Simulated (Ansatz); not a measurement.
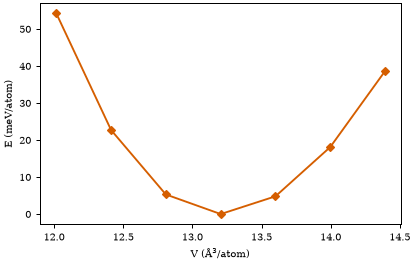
ScSiO in space group P4/nmm (No. 129; Sc on 2c, Si on 2a, O on 2c) under volume change, r²SCAN in the plane-wave PAW code Ansatz, shape and atoms relaxed at each volume.

### Question
What does a third-order Birch–Murnaghan fit give for V₀, B₀ and B′?

### Answer
V₀ = 13.20 Å³/atom, B₀ = 136 GPa, B′ = 4.7.

The start of the workflow was typed in or built on a structure type; neither database checked (COD, Materials Project) lists it. Whether it is the stable phase at ambient conditions was not checked. Symmetry was held in the r²SCAN relaxation; its stability against distortions is not shown here. No spin polarisation was allowed.

Potentials: the earlier of the program's two PAW sets.
